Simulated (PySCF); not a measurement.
```csv
atom,x (Å),y (Å),z (Å)
C,-1.9944,2.2905,-0.0433
B,-2.4111,0.9296,-0.2123
Zn,-3.0142,1.9705,1.5686
```

Geometry: BLYP-D3(BJ)/def2-SVP.

Theory: PySCF, Gaussian-basis quantum chemistry of an isolated molecule with PySCF, energy and nuclear gradient, functional PBE0.

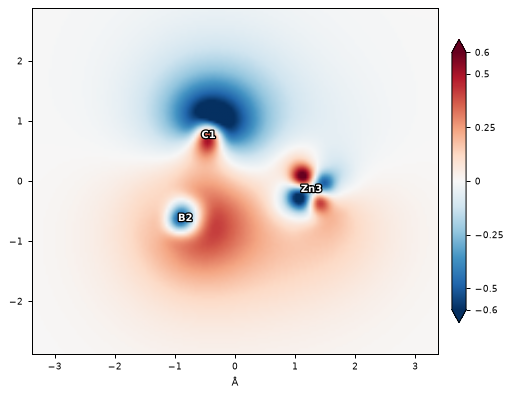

CBZn (SMILES [B]1=[C][Zn]1) (doublet). The HOMO−1 (β) on the molecular plane (values in Å⁻³ᐟ²; the overall sign is arbitrary).

Describe this orbital and give its energy.

Its weight (Hirshfeld) is mainly on C1 (about 45 %), B2 (about 35 %) and Zn3 (about 20 %); it is symmetric in the molecular plane (an in-plane orbital: σ, lone-pair or in-plane π type). Its energy is −7.88 eV.
